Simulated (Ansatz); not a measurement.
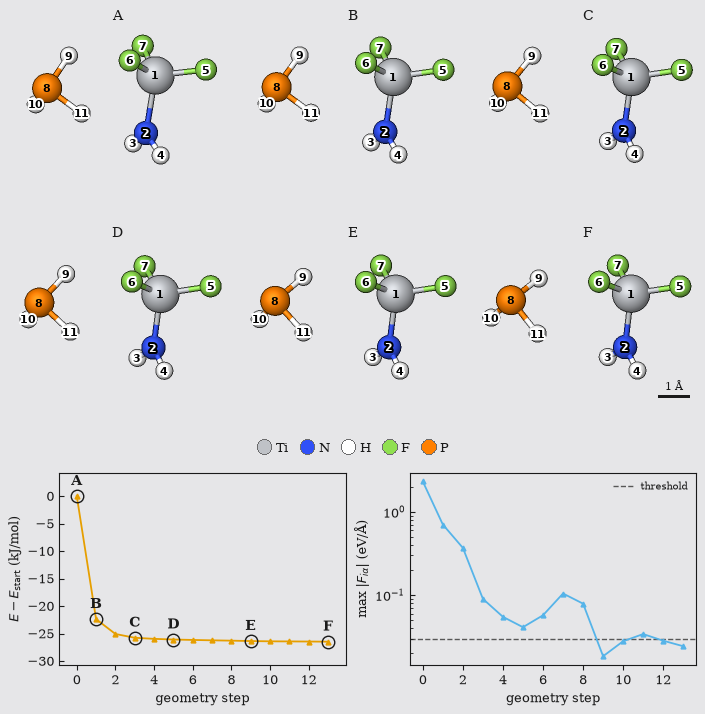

Frames of a relaxation of TiPNH5F3, marked on the history of the run. A ball-and-stick model, seen at a tilt.

The run prepares an end point of a later path (reaction) calculation, from a guessed geometry.

The calculation used RKS PBE0-D4/def2-SVP (Ansatz). (no spin polarisation; force threshold 0.03 eV/Å; at most 50 steps)

What happens along the run?

H10 moves most after the best rigid fit: 0.52 Å. Largest moves by element: H 0.52 Å, N 0.32 Å, P 0.26 Å, F 0.23 Å, Ti 0.19 Å. Some distances before and after: Ti1–H11 2.759 → 3.377 Å, Ti1–N2 1.981 → 1.840 Å, Ti1–F5 1.728 → 1.738 Å, Ti1–F6 1.741 → 1.748 Å. Bond angles that change, for instance: F5–Ti1–F7 109.9° → 114.5°, N2–Ti1–F7 110.8° → 107.3°, Ti1–N2–H4 122.3° → 124.9°. The energy falls by 26.5 kJ/mol in 13 geometry steps. Largest force component: 2.3 eV/Å at the start, 0.024 eV/Å at the end. Cost: 40 s on 4 threads of Arm Neoverse V2 (shared host), peak memory 0.38 GiB. From step 0 to 1: P and H atoms move most (0.19 Å), energy −22.4 kJ/mol. From step 1 to 3: H11 moves most (0.20 Å), energy −3.39 kJ/mol. From step 3 to 5: H9 moves most (0.13 Å), energy −0.32 kJ/mol. From step 5 to 9: H9 moves most (0.17 Å), energy −0.28 kJ/mol. From step 9 to 13: H10 moves most (0.15 Å), energy −0.11 kJ/mol.

| step | E − E(0), kJ/mol | largest force component, eV/Å |
| --- | --- | --- |
| 0 | 0.00 | 2.3228 |
| 1 | -22.38 | 0.7047 |
| 2 | -25.08 | 0.3695 |
| 3 | -25.77 | 0.0901 |
| 4 | -25.97 | 0.0548 |
| 5 | -26.09 | 0.0411 |
| 6 | -26.17 | 0.0572 |
| 7 | -26.24 | 0.1045 |
| 8 | -26.30 | 0.0789 |
| 9 | -26.37 | 0.0184 |
| 10 | -26.42 | 0.0279 |
| 11 | -26.44 | 0.0340 |
| 12 | -26.46 | 0.0283 |
| 13 | -26.48 | 0.0243 |

Limits of the set-up: the start holds two separate molecules, 2.3 Å apart at their closest, whose relative position is a soft coordinate.
